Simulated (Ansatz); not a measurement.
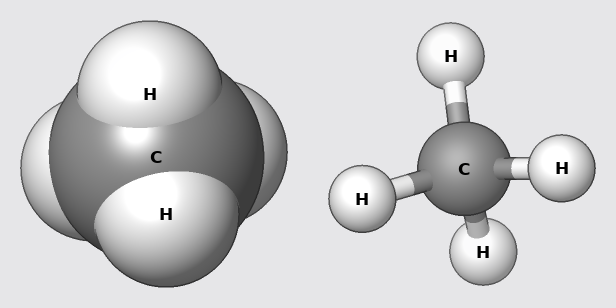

Two views of one molecule.

Describe the molecule.

It has 5 atoms: 1 carbon and 4 hydrogen (CH4). The point group is Td. Coordination: 1 C tetrahedral.

More results for the same structure follow; atom numbers are the same in all pictures, views and colours differ. The computed structure is the end point of a PBE0-D4/def2-TZVP optimisation.

**Geometry**

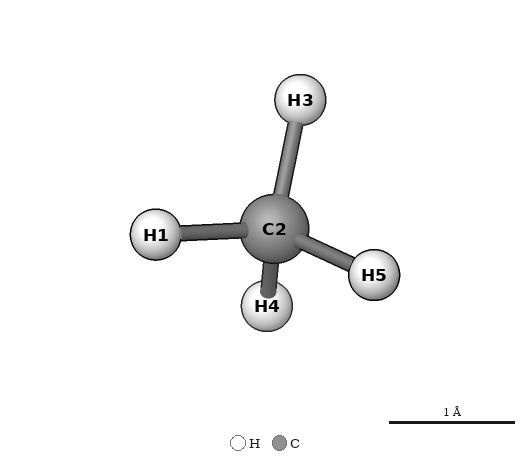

Numbered structure.

Which atoms are bonded, and how long are the bonds?

```
 bond  length (Å)
H1–C2       1.090
C2–H3       1.090
C2–H4       1.090
C2–H5       1.090
```

**Electronic properties**

Properties computed with RKS PBE0-D4/def2-TZVPP (Ansatz 0.2.0).

Question: Estimate the HOMO energy (Kohn–Sham orbital).

Answer: −10.98 eV.

Question: What is the LUMO energy (Kohn–Sham orbital)?

Answer: 1.70 eV.

**Charges**

The questions are on Mulliken charges. Level of theory: RKS PBE0-D4/def2-TZVP (Ansatz 0.2.0).

List the Mulliken charges.

| atom | value (e) |
| --- | --- |
| H1 | 0.13 |
| C2 | −0.53 |
| H3 | 0.13 |
| H4 | 0.13 |
| H5 | 0.13 |

**Vibrations**

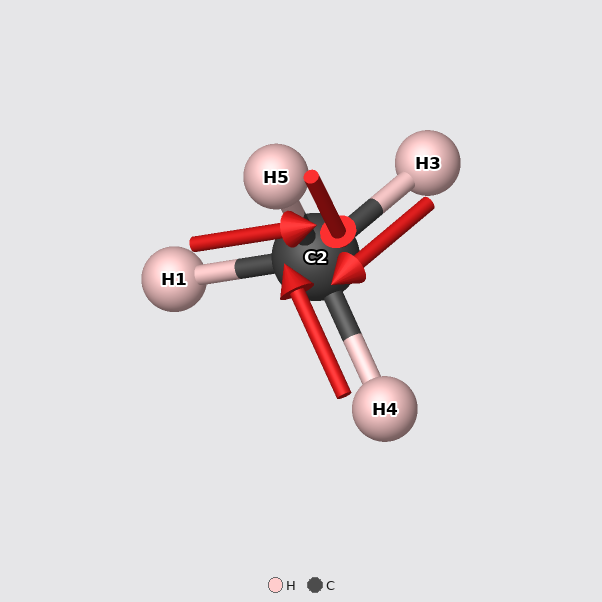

The arrows show one normal mode. Harmonic vibrations computed with RKS PBE0-D4/def2-TZVP (Ansatz 0.2.0) at a stationary point of the same level.

Question: What kind of motion is it?

Answer: Mostly in-phase stretching of 4 C–H bonds.

Question: Estimate its harmonic wavenumber.

Answer: 3047 cm⁻¹; it is mode 6 of 9 counted from the lowest.

Mulliken values depend strongly on the basis set and can even reverse the polarity of a bond.
